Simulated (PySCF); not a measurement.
# F$_{2}$, SMILES `FF`: electronic structure

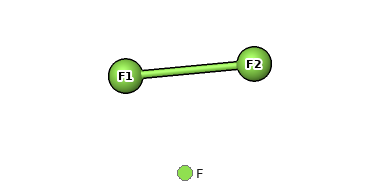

The molecule, with its atoms numbered as below. No frequency check shows the geometry to be a minimum.

Geometry (Å), atoms numbered from 1:

```
F1       0.7016    0.0000    0.0000
F2      -0.7016    0.0000    0.0000
```

## 1. Excited states

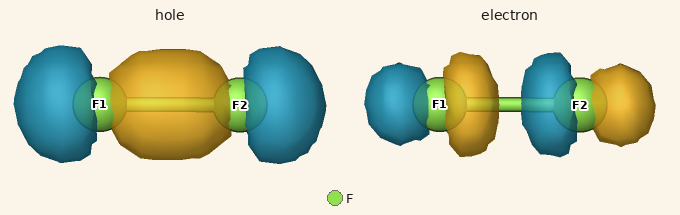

Leading natural transition orbital pair of T₃ (full linear response triplet states); the surfaces enclose about 78 % of each orbital's density.

PySCF calculation, BHandHLYP/def2-SVPD, gas phase; geometry: GFN2-xTB.

Q: Where does the state lie, and where do hole and electron sit?

A: 4.55 eV (273 nm), spin-forbidden from the singlet ground state; the leading pair carries 100 %; hole on F1 and F2 (50 % each), electron on F1 and F2 (50 % each); their centroids lie 0.0 Å apart. The HOMO–LUMO gap is 12.07 eV.

## 2. In an electric field

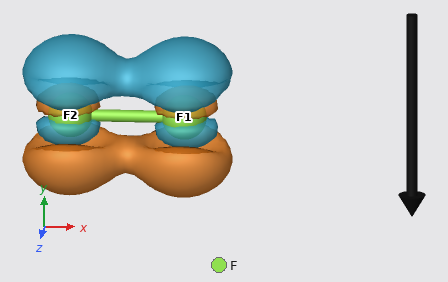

Change of the electron density in a uniform field of 0.51 V/Å along −y (arrow), surfaces at ±0.003 e/Å³ (light blue: gain, orange: loss).

Level of theory: HF/def2-TZVP (PySCF), at a geometry from GFN2-xTB. A basis without diffuse functions makes polarisabilities too small.

Q: What dipole is induced, and what polarisability does it imply?

A: The induced dipole is 0.08 D (along the field); α along this axis, from the fields in both directions, is 3 bohr³ (0.5 Å³).

Q: Which atoms gain and lose the most charge?

A: Hardly any: no atom's Hirshfeld charge changes by as much as 0.002 e. The density shifts from one side of each atom to the other; 0.016 electrons are displaced in all.

## 3. Localised orbitals

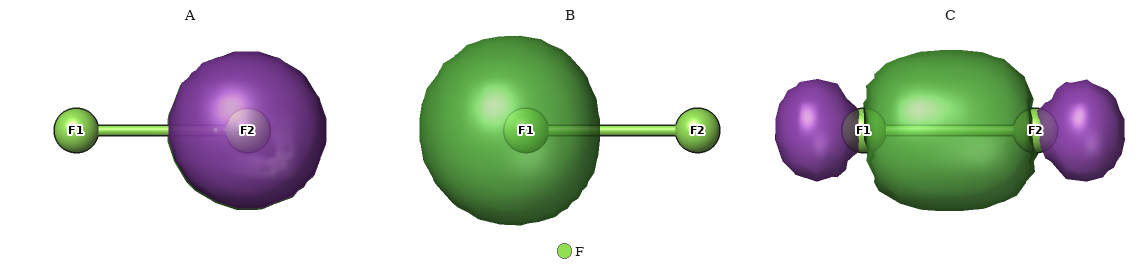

Pipek–Mezey orbitals, occupied; each surface holds about 85 % of the orbital's density. Energies are diagonal elements of the Fock matrix.

Level of theory: PBE0/def2-TZVP (PySCF), at a geometry from GFN2-xTB.

Q: Name the orbitals, with their atomic make-up and energies.

A: By panel:
- A: lone pair on F2 (p-type) (F2 100 %; −13.5 eV)
- B: lone pair on F1 (s-type) (F1 100 %; −31.8 eV)
- C: σ bond F1–F2 (F1 50 %, F2 50 %; −22.1 eV)
